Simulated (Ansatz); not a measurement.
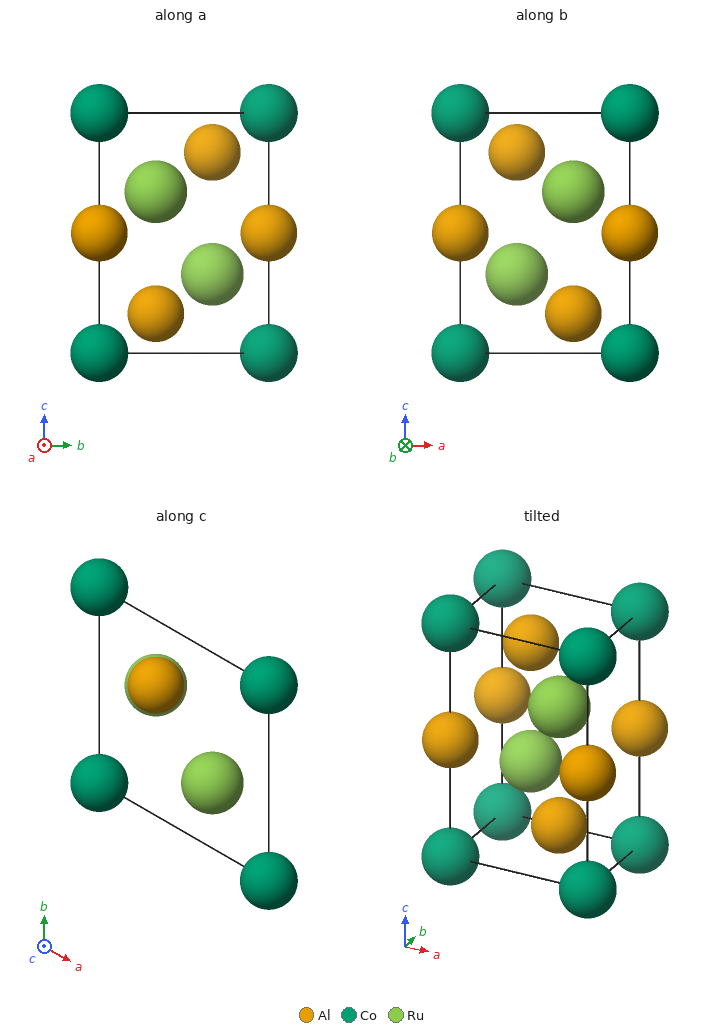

An orthographic spheres-only view of the structure, along the a axis, along the b axis, along the c axis and slightly off an axis. The outline marks the conventional unit cell.

Lattice parameters: a = 4.1844 Å, b = 4.1844 Å, c = 5.1310 Å, α = 90.000°, β = 90.000°, γ = 120.000°.

Question: Write down what is shown as a CIF in P1 with every atom of the cell, with free fractional coordinates to two decimals.

Answer:
```cif
data_structure
_symmetry_space_group_name_H-M 'P 1'
_symmetry_Int_Tables_number 1
_cell_length_a 4.1844
_cell_length_b 4.1844
_cell_length_c 5.1310
_cell_angle_alpha 90.000
_cell_angle_beta 90.000
_cell_angle_gamma 120.000
_cell_volume 77.80
loop_
_atom_site_label
_atom_site_type_symbol
_atom_site_fract_x
_atom_site_fract_y
_atom_site_fract_z
_atom_site_occupancy
Al1 Al 0.3333 0.6667 0.84 1
Al2 Al 0.6667 0.3333 0.16 1
Al3 Al 0.00 0.00 0.50 1
Co1 Co 0.00 0.00 0.00 1
Ru1 Ru 0.3333 0.6667 0.33 1
Ru2 Ru 0.6667 0.3333 0.67 1
```

Starting structure: a structure type filled with these elements by a generator (whether the compound takes this form wasn't checked). The final geometry of a relaxation with Ansatz 0.2.0, DFT PBE, scalar-relativistic, plane waves, PAW is shown.
